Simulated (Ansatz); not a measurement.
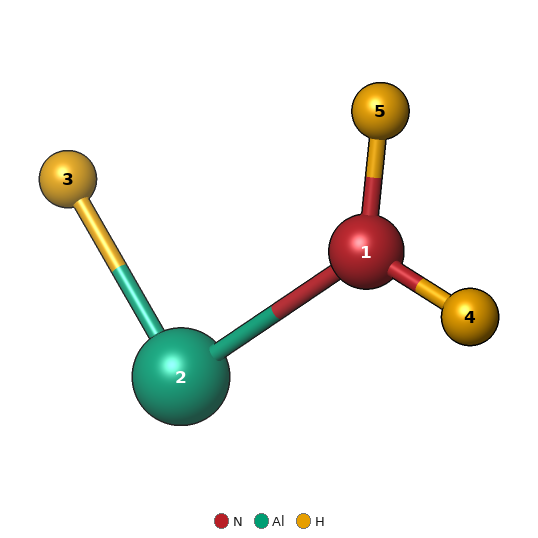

The species has charge −1 and is a spin singlet. Computed geometry: PBE0-D4/def2-TZVPD optimisation. No frequency run is at hand to confirm it as a minimum.

> What is the geometry at N1?

N1 has 3 neighbours (Al2 at 1.85, H4 at 1.01, H5 at 1.01 Å); the arrangement is trigonal planar.

> Describe the coordination of atom 2.

Al2 has 2 neighbours (N1 at 1.85, H3 at 1.71 Å); the arrangement is bent.
